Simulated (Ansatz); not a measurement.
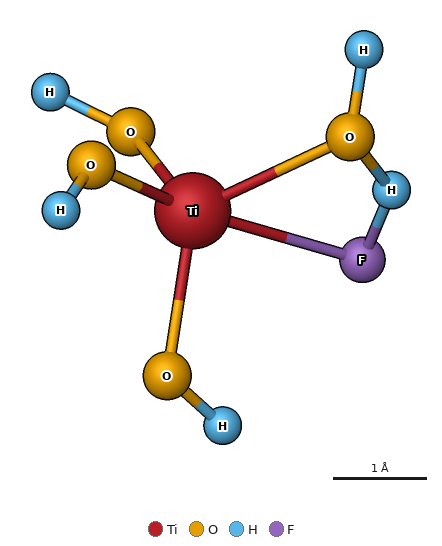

*The structure as given in the input (ball-and-stick view, seen at a tilt). Sticks mark near contacts.*

# Molecular dynamics, with input and output: TiH5O4F (part 1 of 3)

System: TiH5O4F.
Method: RKS B3LYP-D4/def2-SVP (Ansatz 0.2.0).

It belongs to a series of runs on one base structure; here: dynamics from the highest image of the converged band.

**Input**
```yaml
crystal:
  periodic: [false, false, false]
  atoms:
    - { symbol: Ti, position_ang: [-0.069486, -0.018992, 0.113557] }
    - { symbol: O, position_ang: [-0.057093, 0.20771, 2.104336] }
    - { symbol: H, position_ang: [-0.833636, 0.377679, 2.651075] }
    - { symbol: O, position_ang: [1.374663, -0.615447, -0.77037] }
    - { symbol: H, position_ang: [2.169215, -0.061433, -0.740227] }
    - { symbol: O, position_ang: [-1.006256, 1.22735, -0.758841] }
    - { symbol: H, position_ang: [-1.774633, 1.072427, -1.323088] }
    - { symbol: O, position_ang: [-1.115988, -1.457308, 0.025468] }
    - { symbol: H, position_ang: [-0.899448, -2.393087, -0.068791] }
    - { symbol: F, position_ang: [1.324366, 1.45581, 0.901372] }
    - { symbol: H, position_ang: [0.735895, 1.06429, 1.806907] }
basis:
  gaussian: { orbitals: def2-SVP }
hamiltonian:
  xc: b3lyp
  dispersion: d4
md:
  timestep: 0.5
  n_steps: 200
  ensemble: nve
  temperature: 300.0
  initial_velocities: maxwell_boltzmann
  seed: 6444
```

Run on 4 threads of Arm Neoverse V2, 24 GiB of memory available, shared host.

Launched with:
```bash
ansatz run input.yaml --threads 4 --pin off --max-ram 5120MiB --backend cpu --events-out ev --progress --plain --runs-dir out
```

**What the program printed**
```
Engine: ansatz 0.2.0, aarch64-unknown-linux-gnu
Functional definition: B3LYP
  parameter a0 = 0.2
  parameter ax = 0.72
  parameter ac = 0.81
  exchange = (1 - a0 - ax)*slater_x + ax*b88_x + a0*exact_x
  correlation = (1 - ac)*vwn_rpa_c + ac*lyp_c
1380 factors; integrals over basis functions are off by at most 2.3e-4 eV
mean field evaluation 1: about -34074.8284 eV, gradient 1.1e2 eV
mean field evaluation 2: about -33642.4258 eV, gradient 4.6e2 eV
mean field evaluation 4: about -34093.1867 eV, gradient 4.2e1 eV
mean field evaluation 8: about -34096.6448 eV, gradient 2.5e-1 eV
mean field evaluation 16: about -34096.6785 eV, gradient 1.9e-4 eV
mean field -34096.67851053 eV, -1253.0298237031 hartree, gradient 3.1e-5 eV, S^2 0.000000; 0 other end points of the search recorded, 0 dependent functions left out
the calculation of the forces begins
reference -34096.67888405 eV, -1253.0298374297 hartree; 34, 34 occupied and 92, 92 virtual orbitals, 1380 factors
md step     0: t =     0.00 fs  T =   300.0 K  F+E_penalty+E_count = -34097.03288391 eV  E_kin = 0.349002 eV  conserved = -34096.68388191 eV  (33 SCF iters)
these checks for a lower state are left out or cut short: starts, cluster_reference, orbital_swaps, neighbouring_geometries, increment
1380 factors; integrals over basis functions are off by at most 2.3e-4 eV
mean field -34096.66566949 eV, -1253.0293518038 hartree, gradient 1.5e-5 eV, S^2 0.000000; 0 other end points of the search recorded, 0 dependent functions left out
the calculation of the forces begins
reference -34096.66604301 eV, -1253.0293655302 hartree; 34, 34 occupied and 92, 92 virtual orbitals, 1380 factors
md step     1: t =     0.50 fs  T =   289.8 K  F+E_penalty+E_count = -34097.02045096 eV  E_kin = 0.337081 eV  conserved = -34096.68336966 eV  (35 SCF iters, 3 dispersion substeps)
[... from here on the SCF iterations and repeated set-up lines of each step are left out, up to the last step ...]
md step     2: t =     1.00 fs  T =   264.2 K  F+E_penalty+E_count = -34096.98977586 eV  E_kin = 0.307334 eV  conserved = -34096.68244196 eV  (36 SCF iters, 3 dispersion substeps)
md step     3: t =     1.50 fs  T =   235.0 K  F+E_penalty+E_count = -34096.95487983 eV  E_kin = 0.273338 eV  conserved = -34096.68154195 eV  (35 SCF iters, 3 dispersion substeps)
md step     4: t =     2.00 fs  T =   213.7 K  F+E_penalty+E_count = -34096.92963848 eV  E_kin = 0.248604 eV  conserved = -34096.68103483 eV  (36 SCF iters, 3 dispersion substeps)
md step     5: t =     2.50 fs  T =   207.1 K  F+E_penalty+E_count = -34096.92197233 eV  E_kin = 0.240883 eV  conserved = -34096.68108912 eV  (36 SCF iters, 3 dispersion substeps)
md step     6: t =     3.00 fs  T =   214.5 K  F+E_penalty+E_count = -34096.93112828 eV  E_kin = 0.249498 eV  conserved = -34096.68163078 eV  (36 SCF iters, 3 dispersion substeps)
md step     7: t =     3.50 fs  T =   228.9 K  F+E_penalty+E_count = -34096.94874320 eV  E_kin = 0.266327 eV  conserved = -34096.68241644 eV  (36 SCF iters, 3 dispersion substeps)
md step     8: t =     4.00 fs  T =   240.2 K  F+E_penalty+E_count = -34096.96264225 eV  E_kin = 0.279492 eV  conserved = -34096.68315004 eV  (36 SCF iters, 3 dispersion substeps)
md step     9: t =     4.50 fs  T =   239.0 K  F+E_penalty+E_count = -34096.96163588 eV  E_kin = 0.278096 eV  conserved = -34096.68353989 eV  (37 SCF iters, 3 dispersion substeps)
md step    10: t =     5.00 fs  T =   220.8 K  F+E_penalty+E_count = -34096.94024592 eV  E_kin = 0.256912 eV  conserved = -34096.68333402 eV  (37 SCF iters, 3 dispersion substeps)
md step    11: t =     5.50 fs  T =   189.1 K  F+E_penalty+E_count = -34096.90250436 eV  E_kin = 0.220039 eV  conserved = -34096.68246540 eV  (37 SCF iters, 3 dispersion substeps)
md step    12: t =     6.00 fs  T =   155.7 K  F+E_penalty+E_count = -34096.86246964 eV  E_kin = 0.181171 eV  conserved = -34096.68129889 eV  (37 SCF iters, 3 dispersion substeps)
md step    13: t =     6.50 fs  T =   135.4 K  F+E_penalty+E_count = -34096.83817559 eV  E_kin = 0.157571 eV  conserved = -34096.68060497 eV  (37 SCF iters, 3 dispersion substeps)
md step    14: t =     7.00 fs  T =   136.8 K  F+E_penalty+E_count = -34096.84006513 eV  E_kin = 0.159108 eV  conserved = -34096.68095709 eV  (37 SCF iters, 3 dispersion substeps)
md step    15: t =     7.50 fs  T =   155.3 K  F+E_penalty+E_count = -34096.86273469 eV  E_kin = 0.180619 eV  conserved = -34096.68211603 eV  (37 SCF iters, 3 dispersion substeps)
md step    16: t =     8.00 fs  T =   176.4 K  F+E_penalty+E_count = -34096.88845232 eV  E_kin = 0.205200 eV  conserved = -34096.68325252 eV  (37 SCF iters, 3 dispersion substeps)
md step    17: t =     8.50 fs  T =   185.4 K  F+E_penalty+E_count = -34096.89938015 eV  E_kin = 0.215676 eV  conserved = -34096.68370412 eV  (37 SCF iters, 3 dispersion substeps)
md step    18: t =     9.00 fs  T =   175.8 K  F+E_penalty+E_count = -34096.88782349 eV  E_kin = 0.204470 eV  conserved = -34096.68335378 eV  (32 SCF iters, 3 dispersion substeps)
md step    19: t =     9.50 fs  T =   151.3 K  F+E_penalty+E_count = -34096.85852710 eV  E_kin = 0.176034 eV  conserved = -34096.68249324 eV  (36 SCF iters, 3 dispersion substeps)
md step    20: t =    10.00 fs  T =   122.8 K  F+E_penalty+E_count = -34096.82447320 eV  E_kin = 0.142911 eV  conserved = -34096.68156203 eV  (36 SCF iters, 3 dispersion substeps)
md step    21: t =    10.50 fs  T =   102.4 K  F+E_penalty+E_count = -34096.80003487 eV  E_kin = 0.119076 eV  conserved = -34096.68095914 eV  (35 SCF iters, 3 dispersion substeps)
md step    22: t =    11.00 fs  T =    97.8 K  F+E_penalty+E_count = -34096.79464559 eV  E_kin = 0.113744 eV  conserved = -34096.68090170 eV  (35 SCF iters, 3 dispersion substeps)
md step    23: t =    11.50 fs  T =   110.0 K  F+E_penalty+E_count = -34096.80929357 eV  E_kin = 0.127933 eV  conserved = -34096.68136087 eV  (35 SCF iters, 3 dispersion substeps)
md step    24: t =    12.00 fs  T =   133.0 K  F+E_penalty+E_count = -34096.83685826 eV  E_kin = 0.154738 eV  conserved = -34096.68212020 eV  (36 SCF iters, 3 dispersion substeps)
md step    25: t =    12.50 fs  T =   156.9 K  F+E_penalty+E_count = -34096.86546139 eV  E_kin = 0.182564 eV  conserved = -34096.68289744 eV  (36 SCF iters, 3 dispersion substeps)
md step    26: t =    13.00 fs  T =   171.6 K  F+E_penalty+E_count = -34096.88303516 eV  E_kin = 0.199622 eV  conserved = -34096.68341352 eV  (36 SCF iters, 3 dispersion substeps)
md step    27: t =    13.50 fs  T =   170.6 K  F+E_penalty+E_count = -34096.88191584 eV  E_kin = 0.198506 eV  conserved = -34096.68341005 eV  (36 SCF iters, 3 dispersion substeps)
md step    28: t =    14.00 fs  T =   154.8 K  F+E_penalty+E_count = -34096.86287969 eV  E_kin = 0.180134 eV  conserved = -34096.68274567 eV  (37 SCF iters, 3 dispersion substeps)
md step    29: t =    14.50 fs  T =   133.5 K  F+E_penalty+E_count = -34096.83690957 eV  E_kin = 0.155274 eV  conserved = -34096.68163543 eV  (37 SCF iters, 3 dispersion substeps)
md step    30: t =    15.00 fs  T =   120.8 K  F+E_penalty+E_count = -34096.82133434 eV  E_kin = 0.140576 eV  conserved = -34096.68075862 eV  (37 SCF iters, 3 dispersion substeps)
md step    31: t =    15.50 fs  T =   127.7 K  F+E_penalty+E_count = -34096.82942762 eV  E_kin = 0.148609 eV  conserved = -34096.68081867 eV  (37 SCF iters, 3 dispersion substeps)
md step    32: t =    16.00 fs  T =   153.3 K  F+E_penalty+E_count = -34096.86018390 eV  E_kin = 0.178352 eV  conserved = -34096.68183173 eV  (37 SCF iters, 3 dispersion substeps)
md step    33: t =    16.50 fs  T =   184.9 K  F+E_penalty+E_count = -34096.89817178 eV  E_kin = 0.215103 eV  conserved = -34096.68306859 eV  (36 SCF iters, 3 dispersion substeps)
md step    34: t =    17.00 fs  T =   206.7 K  F+E_penalty+E_count = -34096.92421555 eV  E_kin = 0.240466 eV  conserved = -34096.68374978 eV  (37 SCF iters, 3 dispersion substeps)
md step    35: t =    17.50 fs  T =   209.4 K  F+E_penalty+E_count = -34096.92720559 eV  E_kin = 0.243606 eV  conserved = -34096.68359934 eV  (36 SCF iters, 3 dispersion substeps)
md step    36: t =    18.00 fs  T =   194.2 K  F+E_penalty+E_count = -34096.90875867 eV  E_kin = 0.225930 eV  conserved = -34096.68282848 eV  (33 SCF iters, 3 dispersion substeps)
md step    37: t =    18.50 fs  T =   170.6 K  F+E_penalty+E_count = -34096.88032910 eV  E_kin = 0.198453 eV  conserved = -34096.68187563 eV  (37 SCF iters, 3 dispersion substeps)
md step    38: t =    19.00 fs  T =   150.7 K  F+E_penalty+E_count = -34096.85649730 eV  E_kin = 0.175323 eV  conserved = -34096.68117419 eV  (37 SCF iters, 3 dispersion substeps)
md step    39: t =    19.50 fs  T =   143.7 K  F+E_penalty+E_count = -34096.84815570 eV  E_kin = 0.167168 eV  conserved = -34096.68098739 eV  (37 SCF iters, 3 dispersion substeps)
md step    40: t =    20.00 fs  T =   152.1 K  F+E_penalty+E_count = -34096.85830017 eV  E_kin = 0.176973 eV  conserved = -34096.68132682 eV  (37 SCF iters, 3 dispersion substeps)
md step    41: t =    20.50 fs  T =   171.7 K  F+E_penalty+E_count = -34096.88170141 eV  E_kin = 0.199696 eV  conserved = -34096.68200581 eV  (37 SCF iters, 3 dispersion substeps)
md step    42: t =    21.00 fs  T =   193.4 K  F+E_penalty+E_count = -34096.90775147 eV  E_kin = 0.224988 eV  conserved = -34096.68276389 eV  (36 SCF iters, 3 dispersion substeps)
md step    43: t =    21.50 fs  T =   207.4 K  F+E_penalty+E_count = -34096.92466246 eV  E_kin = 0.241321 eV  conserved = -34096.68334147 eV  (35 SCF iters, 3 dispersion substeps)
md step    44: t =    22.00 fs  T =   206.5 K  F+E_penalty+E_count = -34096.92375969 eV  E_kin = 0.240272 eV  conserved = -34096.68348752 eV  (36 SCF iters, 3 dispersion substeps)
md step    45: t =    22.50 fs  T =   189.5 K  F+E_penalty+E_count = -34096.90349888 eV  E_kin = 0.220490 eV  conserved = -34096.68300915 eV  (36 SCF iters, 3 dispersion substeps)
md step    46: t =    23.00 fs  T =   163.5 K  F+E_penalty+E_count = -34096.87213811 eV  E_kin = 0.190155 eV  conserved = -34096.68198267 eV  (36 SCF iters, 3 dispersion substeps)
md step    47: t =    23.50 fs  T =   141.8 K  F+E_penalty+E_count = -34096.84596070 eV  E_kin = 0.165001 eV  conserved = -34096.68095975 eV  (36 SCF iters, 3 dispersion substeps)
md step    48: t =    24.00 fs  T =   137.5 K  F+E_penalty+E_count = -34096.84061396 eV  E_kin = 0.159903 eV  conserved = -34096.68071098 eV  (36 SCF iters, 3 dispersion substeps)
md step    49: t =    24.50 fs  T =   153.2 K  F+E_penalty+E_count = -34096.85978264 eV  E_kin = 0.178277 eV  conserved = -34096.68150565 eV  (37 SCF iters, 3 dispersion substeps)
md step    50: t =    25.00 fs  T =   179.3 K  F+E_penalty+E_count = -34096.89140039 eV  E_kin = 0.208623 eV  conserved = -34096.68277729 eV  (37 SCF iters, 3 dispersion substeps)
md step    51: t =    25.50 fs  T =   199.7 K  F+E_penalty+E_count = -34096.91593270 eV  E_kin = 0.232262 eV  conserved = -34096.68367078 eV  (37 SCF iters, 3 dispersion substeps)
md step    52: t =    26.00 fs  T =   202.4 K  F+E_penalty+E_count = -34096.91914569 eV  E_kin = 0.235405 eV  conserved = -34096.68374092 eV  (36 SCF iters, 3 dispersion substeps)
md step    53: t =    26.50 fs  T =   185.8 K  F+E_penalty+E_count = -34096.89923402 eV  E_kin = 0.216134 eV  conserved = -34096.68310011 eV  (37 SCF iters, 3 dispersion substeps)
md step    54: t =    27.00 fs  T =   157.6 K  F+E_penalty+E_count = -34096.86555337 eV  E_kin = 0.183380 eV  conserved = -34096.68217294 eV  (37 SCF iters, 3 dispersion substeps)
md step    55: t =    27.50 fs  T =   129.7 K  F+E_penalty+E_count = -34096.83225277 eV  E_kin = 0.150837 eV  conserved = -34096.68141618 eV  (33 SCF iters, 3 dispersion substeps)
md step    56: t =    28.00 fs  T =   111.8 K  F+E_penalty+E_count = -34096.81114977 eV  E_kin = 0.130030 eV  conserved = -34096.68111999 eV  (36 SCF iters, 3 dispersion substeps)
md step    57: t =    28.50 fs  T =   108.1 K  F+E_penalty+E_count = -34096.80707115 eV  E_kin = 0.125749 eV  conserved = -34096.68132208 eV  (36 SCF iters, 3 dispersion substeps)
md step    58: t =    29.00 fs  T =   116.2 K  F+E_penalty+E_count = -34096.81708034 eV  E_kin = 0.135220 eV  conserved = -34096.68185996 eV  (37 SCF iters, 3 dispersion substeps)
md step    59: t =    29.50 fs  T =   129.3 K  F+E_penalty+E_count = -34096.83288204 eV  E_kin = 0.150379 eV  conserved = -34096.68250285 eV  (37 SCF iters, 3 dispersion substeps)
md step    60: t =    30.00 fs  T =   138.8 K  F+E_penalty+E_count = -34096.84449430 eV  E_kin = 0.161459 eV  conserved = -34096.68303560 eV  (37 SCF iters, 3 dispersion substeps)
md step    61: t =    30.50 fs  T =   138.1 K  F+E_penalty+E_count = -34096.84386044 eV  E_kin = 0.160609 eV  conserved = -34096.68325138 eV  (37 SCF iters, 3 dispersion substeps)
md step    62: t =    31.00 fs  T =   124.9 K  F+E_penalty+E_count = -34096.82825870 eV  E_kin = 0.145302 eV  conserved = -34096.68295634 eV  (36 SCF iters, 3 dispersion substeps)
md step    63: t =    31.50 fs  T =   104.0 K  F+E_penalty+E_count = -34096.80313890 eV  E_kin = 0.121016 eV  conserved = -34096.68212250 eV  (37 SCF iters, 3 dispersion substeps)
md step    64: t =    32.00 fs  T =    86.7 K  F+E_penalty+E_count = -34096.78199264 eV  E_kin = 0.100859 eV  conserved = -34096.68113368 eV  (36 SCF iters, 3 dispersion substeps)
md step    65: t =    32.50 fs  T =    85.4 K  F+E_penalty+E_count = -34096.78005680 eV  E_kin = 0.099339 eV  conserved = -34096.68071765 eV  (37 SCF iters, 3 dispersion substeps)
md step    66: t =    33.00 fs  T =   105.0 K  F+E_penalty+E_count = -34096.80346749 eV  E_kin = 0.122143 eV  conserved = -34096.68132445 eV  (37 SCF iters, 3 dispersion substeps)
md step    67: t =    33.50 fs  T =   137.8 K  F+E_penalty+E_count = -34096.84287777 eV  E_kin = 0.160291 eV  conserved = -34096.68258692 eV  (37 SCF iters, 3 dispersion substeps)
md step    68: t =    34.00 fs  T =   167.8 K  F+E_penalty+E_count = -34096.87889384 eV  E_kin = 0.195253 eV  conserved = -34096.68364086 eV  (37 SCF iters, 3 dispersion substeps)
md step    69: t =    34.50 fs  T =   181.4 K  F+E_penalty+E_count = -34096.89486202 eV  E_kin = 0.210973 eV  conserved = -34096.68388886 eV  (37 SCF iters, 3 dispersion substeps)
md step    70: t =    35.00 fs  T =   174.3 K  F+E_penalty+E_count = -34096.88614209 eV  E_kin = 0.202813 eV  conserved = -34096.68332927 eV  (37 SCF iters, 3 dispersion substeps)
md step    71: t =    35.50 fs  T =   153.2 K  F+E_penalty+E_count = -34096.86060474 eV  E_kin = 0.178236 eV  conserved = -34096.68236834 eV  (37 SCF iters, 3 dispersion substeps)
md step    72: t =    36.00 fs  T =   129.9 K  F+E_penalty+E_count = -34096.83267097 eV  E_kin = 0.151173 eV  conserved = -34096.68149804 eV  (36 SCF iters, 3 dispersion substeps)
md step    73: t =    36.50 fs  T =   115.8 K  F+E_penalty+E_count = -34096.81572156 eV  E_kin = 0.134665 eV  conserved = -34096.68105679 eV  (33 SCF iters, 3 dispersion substeps)
md step    74: t =    37.00 fs  T =   116.5 K  F+E_penalty+E_count = -34096.81670323 eV  E_kin = 0.135576 eV  conserved = -34096.68112727 eV  (37 SCF iters, 3 dispersion substeps)
md step    75: t =    37.50 fs  T =   131.6 K  F+E_penalty+E_count = -34096.83463110 eV  E_kin = 0.153047 eV  conserved = -34096.68158427 eV  (36 SCF iters, 3 dispersion substeps)
md step    76: t =    38.00 fs  T =   154.9 K  F+E_penalty+E_count = -34096.86238321 eV  E_kin = 0.180161 eV  conserved = -34096.68222232 eV  (37 SCF iters, 3 dispersion substeps)
md step    77: t =    38.50 fs  T =   178.0 K  F+E_penalty+E_count = -34096.88993881 eV  E_kin = 0.207096 eV  conserved = -34096.68284299 eV  (37 SCF iters, 3 dispersion substeps)
md step    78: t =    39.00 fs  T =   192.9 K  F+E_penalty+E_count = -34096.90771347 eV  E_kin = 0.224466 eV  conserved = -34096.68324748 eV  (37 SCF iters, 3 dispersion substeps)
md step    79: t =    39.50 fs  T =   194.8 K  F+E_penalty+E_count = -34096.90989008 eV  E_kin = 0.226673 eV  conserved = -34096.68321734 eV  (37 SCF iters, 3 dispersion substeps)
md step    80: t =    40.00 fs  T =   184.9 K  F+E_penalty+E_count = -34096.89776292 eV  E_kin = 0.215144 eV  conserved = -34096.68261857 eV  (37 SCF iters, 3 dispersion substeps)
md step    81: t =    40.50 fs  T =   171.6 K  F+E_penalty+E_count = -34096.88133916 eV  E_kin = 0.199683 eV  conserved = -34096.68165598 eV  (37 SCF iters, 3 dispersion substeps)
md step    82: t =    41.00 fs  T =   167.4 K  F+E_penalty+E_count = -34096.87566818 eV  E_kin = 0.194697 eV  conserved = -34096.68097162 eV  (37 SCF iters, 3 dispersion substeps)
md step    83: t =    41.50 fs  T =   180.4 K  F+E_penalty+E_count = -34096.89106801 eV  E_kin = 0.209868 eV  conserved = -34096.68120000 eV  (37 SCF iters, 3 dispersion substeps)
md step    84: t =    42.00 fs  T =   207.8 K  F+E_penalty+E_count = -34096.92398918 eV  E_kin = 0.241705 eV  conserved = -34096.68228369 eV  (37 SCF iters, 3 dispersion substeps)
md step    85: t =    42.50 fs  T =   236.0 K  F+E_penalty+E_count = -34096.95797276 eV  E_kin = 0.274510 eV  conserved = -34096.68346239 eV  (36 SCF iters, 3 dispersion substeps)
md step    86: t =    43.00 fs  T =   250.0 K  F+E_penalty+E_count = -34096.97480376 eV  E_kin = 0.290823 eV  conserved = -34096.68398107 eV  (36 SCF iters, 3 dispersion substeps)
md step    87: t =    43.50 fs  T =   242.7 K  F+E_penalty+E_count = -34096.96592703 eV  E_kin = 0.282293 eV  conserved = -34096.68363385 eV  (35 SCF iters, 3 dispersion substeps)
md step    88: t =    44.00 fs  T =   217.7 K  F+E_penalty+E_count = -34096.93599927 eV  E_kin = 0.253273 eV  conserved = -34096.68272586 eV  (35 SCF iters, 3 dispersion substeps)
md step    89: t =    44.50 fs  T =   186.4 K  F+E_penalty+E_count = -34096.89860316 eV  E_kin = 0.216851 eV  conserved = -34096.68175172 eV  (37 SCF iters, 3 dispersion substeps)
md step    90: t =    45.00 fs  T =   161.2 K  F+E_penalty+E_count = -34096.86870204 eV  E_kin = 0.187584 eV  conserved = -34096.68111819 eV  (37 SCF iters, 3 dispersion substeps)
md step    91: t =    45.50 fs  T =   150.6 K  F+E_penalty+E_count = -34096.85623922 eV  E_kin = 0.175243 eV  conserved = -34096.68099668 eV  (37 SCF iters, 3 dispersion substeps)
md step    92: t =    46.00 fs  T =   156.4 K  F+E_penalty+E_count = -34096.86326375 eV  E_kin = 0.181931 eV  conserved = -34096.68133323 eV  (32 SCF iters, 3 dispersion substeps)
md step    93: t =    46.50 fs  T =   174.2 K  F+E_penalty+E_count = -34096.88458423 eV  E_kin = 0.202630 eV  conserved = -34096.68195433 eV  (37 SCF iters, 3 dispersion substeps)
md step    94: t =    47.00 fs  T =   195.8 K  F+E_penalty+E_count = -34096.91044707 eV  E_kin = 0.227785 eV  conserved = -34096.68266247 eV  (37 SCF iters, 3 dispersion substeps)
md step    95: t =    47.50 fs  T =   211.9 K  F+E_penalty+E_count = -34096.92979968 eV  E_kin = 0.246547 eV  conserved = -34096.68325271 eV  (37 SCF iters, 3 dispersion substeps)
md step    96: t =    48.00 fs  T =   215.1 K  F+E_penalty+E_count = -34096.93374098 eV  E_kin = 0.250252 eV  conserved = -34096.68348904 eV  (36 SCF iters, 3 dispersion substeps)
md step    97: t =    48.50 fs  T =   203.0 K  F+E_penalty+E_count = -34096.91927100 eV  E_kin = 0.236114 eV  conserved = -34096.68315700 eV  (37 SCF iters, 3 dispersion substeps)
md step    98: t =    49.00 fs  T =   180.5 K  F+E_penalty+E_count = -34096.89231111 eV  E_kin = 0.210034 eV  conserved = -34096.68227667 eV  (37 SCF iters, 3 dispersion substeps)
md step    99: t =    49.50 fs  T =   159.5 K  F+E_penalty+E_count = -34096.86683205 eV  E_kin = 0.185510 eV  conserved = -34096.68132208 eV  (37 SCF iters, 3 dispersion substeps)
md step   100: t =    50.00 fs  T =   151.6 K  F+E_penalty+E_count = -34096.85735909 eV  E_kin = 0.176338 eV  conserved = -34096.68102119 eV  (37 SCF iters, 3 dispersion substeps)
md step   101: t =    50.50 fs  T =   160.4 K  F+E_penalty+E_count = -34096.86829554 eV  E_kin = 0.186624 eV  conserved = -34096.68167200 eV  (37 SCF iters, 3 dispersion substeps)
```
